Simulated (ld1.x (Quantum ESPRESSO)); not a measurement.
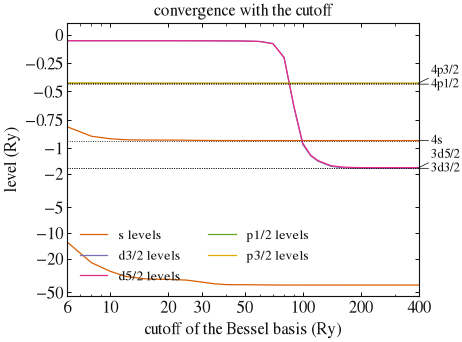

The pseudo-atom Hamiltonian at the reference potential is diagonalised in spherical Bessel functions (20 bohr box) up to the cutoff. Curves: the lowest levels of each channel that holds a bound state. Dotted lines: the all-electron valence levels.

Input of ld1.x (Quantum ESPRESSO) 7.5:

```
 &input
   title='Ga', zed=31., rel=2, dft='PZ', iswitch=3,
   config='[Ar] 3d10 4s2 4p0.5', rel_dist='average',
   nld=5, rlderiv=2.75, eminld=-4.0, emaxld=5.0, deld=0.02
 /
 &inputp
   pseudotype=2, tm=.true., lloc=1,
   nlcc=.true., rcore=1.05,
   file_pseudopw='Ga.UPF', file_wfcaegen='ae.wfc', file_wfcncgen='nc.wfc', file_beta='beta', file_chi='chi'
 /
3
4S  1  0   2.00   0.00  1.70  1.70  0.0
3D  3  2  10.00   0.00  1.10  1.10  0.0
4P  2  1   0.50   0.00  2.55  2.55  0.0
 &test
   configts(1)='3d10 4s2 4p0.5'
 /
```

Command:
```bash
ld1.x < Ga.in > Ga.out
```

Functional and relativity: LDA (PZ), fully relativistic.

### Is there a ghost state?

Ghost state below the valence levels: s at -557.0 eV. A ghost is a curve that settles on no dotted line: a bound state with no counterpart among the valence levels. In Ry: s -40.94.

### Does the ghost need a high cutoff to show?

The lowest s curve lies clearly below the lowest valence level of its channel already at the lowest cutoff, 6 Ry, and ends at -40.94 Ry.

### Read the all-electron valence levels.

4s: -0.93 Ry; 3d3/2: -1.73 Ry; 3d5/2: -1.70 Ry; 4p1/2: -0.44 Ry; 4p3/2: -0.42 Ry.
